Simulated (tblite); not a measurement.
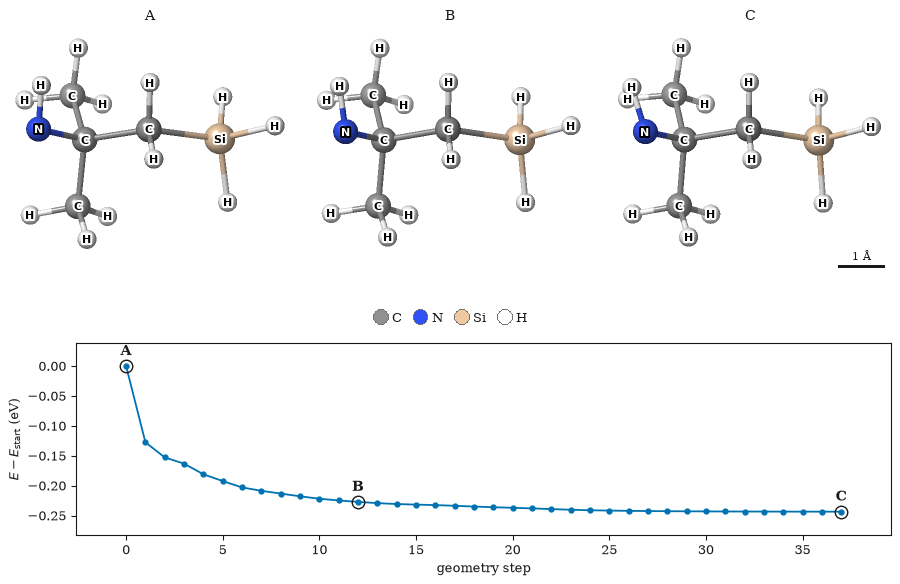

Frames of a relaxation of C4H12NSi (multiplicity 2), marked on the history of the run. A ball-and-stick model, seen face on.

Theory: tblite, GFN2-xTB geometry optimisation, gas phase. 

### Describe the path.

After 37 geometry steps the energy has fallen by 0.243 eV. The largest move after the best rigid fit is that of an H atom, 0.26 Å. Largest moves by element: H 0.26 Å, N 0.17 Å, Si 0.08 Å, C 0.05 Å. Some distances before and after: C–N 1.473 → 1.403 Å, C–Si 1.860 → 1.910 Å, H–Si 1.498 → 1.465 Å, C–H 1.110 → 1.087 Å. Bond angles that change, for instance: N–C–C 107.8° → 101.6°, C–C–N 109.0° → 114.9°, C–Si–H 110.6° → 105.6°. Groups turn about C–N by about 25°. From step 0 to 12: the N atom moves most (0.17 Å), energy −0.227 eV. From step 12 to 37: an H atom moves most (0.20 Å), energy −0.016 eV.

```
step  E − E(0), eV
   0        0.0000
   1       -0.1275
   2       -0.1527
   3       -0.1632
   4       -0.1809
   5       -0.1923
   6       -0.2029
   7       -0.2085
   8       -0.2132
   9       -0.2178
  10       -0.2218
  11       -0.2247
  13       -0.2292
  14       -0.2307
  16       -0.2324
  17       -0.2336
  19       -0.2360
  20       -0.2369
  21       -0.2379
  23       -0.2402
  24       -0.2410
  26       -0.2421
  27       -0.2424
  28       -0.2427
  30       -0.2430
  31       -0.2431
  33       -0.2433
  34       -0.2433
  36       -0.2434
  37       -0.2434
```
